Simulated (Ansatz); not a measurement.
## Fields on a plane of CdS (zinc blende)

```
CdS
1.0
    0.00000     2.91217     2.91217
    2.91217     0.00000     2.91217
    2.91217     2.91217     0.00000
S Cd
1 1
Direct
  0.75000   0.75000   0.75000
  0.00000   0.00000   0.00000
```

The slice is a {100} plane (indices of the conventional cell) through the point (0.750, 0.750, 0.750) (fractional), spanned by u = [100] and v = [0 1 -1] in vectors of this cell: u (4.12 Å) and v (4.12 Å, at 90° to u). It covers one period; positions are fractions (u, v).

Atoms on it: S at (0.00, 0.00).

The numbers are results of PBEsol (plane waves to 420 eV, PAW, scalar-relativistic; Ansatz, an electronic-structure program), not measurements. k mesh 10×10×10. These are valence fields of a PAW run, semicore shells included where kept as valence: close to a nucleus they are smooth pseudo fields. CdS was relaxed with its symmetry unable to fall.

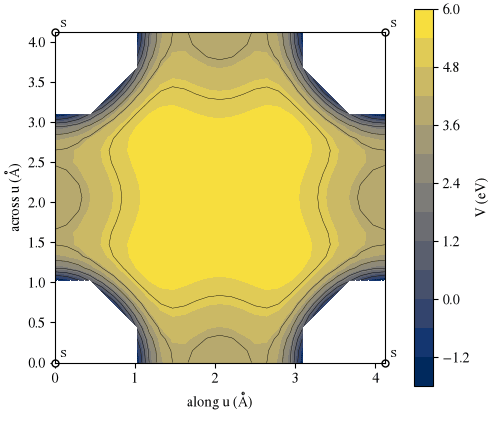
Figure. Electrostatic potential energy of an electron, from the cell's mean, in eV, one period of the plane, atoms marked. Points within 1 Å of a nucleus are left white, as the pseudised field means little there. The zero, the cell's mean, hangs on the PAW cores.

```
|xxxx999985321111123589999xxx|
|xxx89999753211111235799998xx|
|xx8999987532111112357899998x|
|8999999864211111112468999999|
|9999998764211000112467899999|
|9999987653210000012356789999|
|9998876532110000011235678899|
|8877665321100000001123566778|
|6555443211000000000112344555|
|3333222110000000000011222333|
|2222111100000000000001111222|
|1111110000000000000000011111|
|1111100000000000000000001111|
|1111100000000000000000001111|
|1111100000000000000000001111|
|1111110000000000000000011111|
|2222111100000000000001111222|
|3333222110000000000011222333|
|6555443211000000000112344555|
|8877665321100000001123566778|
|9998876532110000011235678899|
|9999987653210000012356789999|
|9999998764211000112467899999|
|8999999864211111112468999999|
|xx8999987532111112357899998x|
|xxx89999753211111235799998xx|
|xxxx999985321111123589999xxx|
|xxxx899986321111123689998xxx|
```
Scale: ten equal steps from 0.01 (start of '0') to 0.85 (end of '9'), in the order '0123456789'. Values: electron localisation function (ELF). The map has 28 points along u (one character each, u = 0 at the left) and 28 along v (v = 0 in the bottom row). Points within 0.5 Å of a nucleus are blanked (x), as the pseudised field means little there.
